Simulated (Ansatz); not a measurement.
The reference is BeS in the zinc blende structure (space group F-43m, No. 216; a = 4.8380 Å).

It is then changed as follows: a hydrostatic pressure of 30 GPa.

Method: DFT with PBEsol, PAW potentials and a 420 eV plane-wave cutoff in Ansatz (a quantum-chemistry and plane-wave program), no spin-orbit coupling.

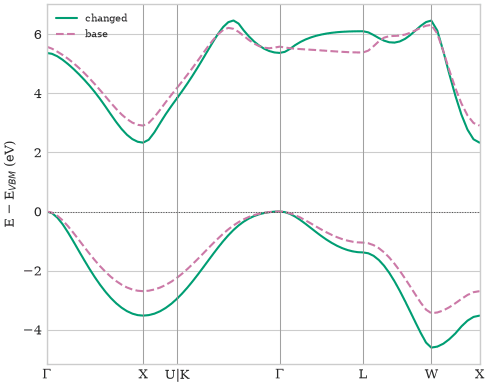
Figure. Highest valence and lowest conduction band along the path, each from its own valence-band maximum

Task: From the figure, how large is the changed gap, and is it direct?

Result: About 2.3 eV, indirect, Γ → X.

Load acts through the strain it causes; cell and atoms are relaxed under it. Stability against distortions was not tested. No other phases were tried under pressure.
